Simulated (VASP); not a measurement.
Band structure of Al (relaxed from the dhcp structure, space group P6_3/mmc). Calculation: PBEsol GGA, VASP's PBE PAW potentials (set 64) (plane waves; VASP 6.6.1).

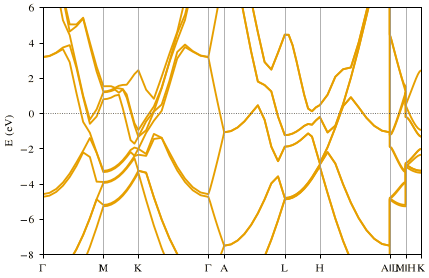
Figure: Bands along high-symmetry lines, zero at the valence-band maximum or, without a gap, the Fermi level

### Question
Read the plot: is there a gap, and where are the band edges?

### Answer
It has no gap at this level: it comes out as a metal or semimetal. (Edges off the drawn lines would not show.)

The structure was generated: Al was put into the dhcp type (P6_3/mmc), which need not be its known phase. It was relaxed first.
